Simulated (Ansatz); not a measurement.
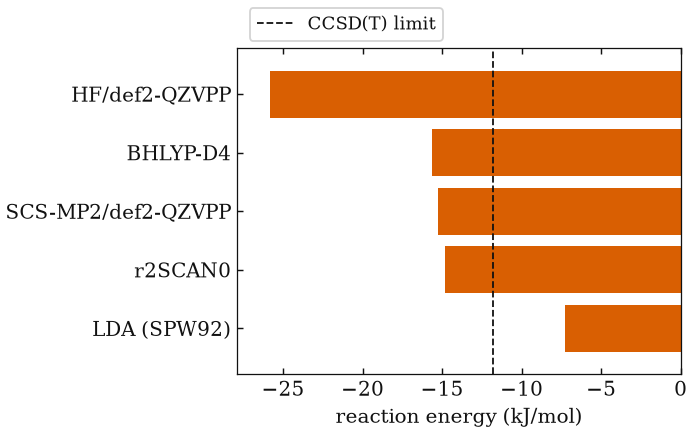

Electronic reaction energy of GeHSF₃ ([F][Ge]([F])([F])[SH]) + HCl (Cl) → GeClF₃ ([F][Ge]([F])([F])[Cl]) + H₂S (S) (SMILES in brackets) at several levels (functionals in def2-TZVPP unless a basis is named), isolated molecules at PBE0-D4 triple-zeta geometries, minima by their frequencies, no zero-point or thermal terms, the Ansatz code. The line is frozen-core CCSD(T) at the basis limit (MP2 extrapolated from triple and quadruple zeta, plus CCSD(T) less MP2 in a smaller set). No dispersion term is added to r2SCAN0. The distance of SCS-MP2/def2-QZVPP to the limit includes basis error.

> What do zero-point energy and temperature add?

Zero-point change 1.3 kJ/mol; at 298.15 K and 1 bar the CCSD(T) limit plus thermal terms gives an enthalpy of reaction of −11.7 and a free energy of −9.0 kJ/mol (harmonic PBE0-D4 modes, ideal gas).

> Give the values.

| level | kJ/mol | less CCSD(T) limit |
| --- | --- | --- |
| HF/def2-QZVPP | −25.8 | −14.0 |
| BHLYP-D4 | −15.6 | −3.8 |
| SCS-MP2/def2-QZVPP | −15.3 | −3.5 |
| r2SCAN0 | −14.8 | −3.0 |
| LDA (SPW92) | −7.2 | 4.6 |
| CCSD(T) limit | −11.8 | 0.0 |

Known limits of this run: no scalar relativity up to krypton; outer-core shells are correlated without core-valence functions, which makes the correlated values less sure.
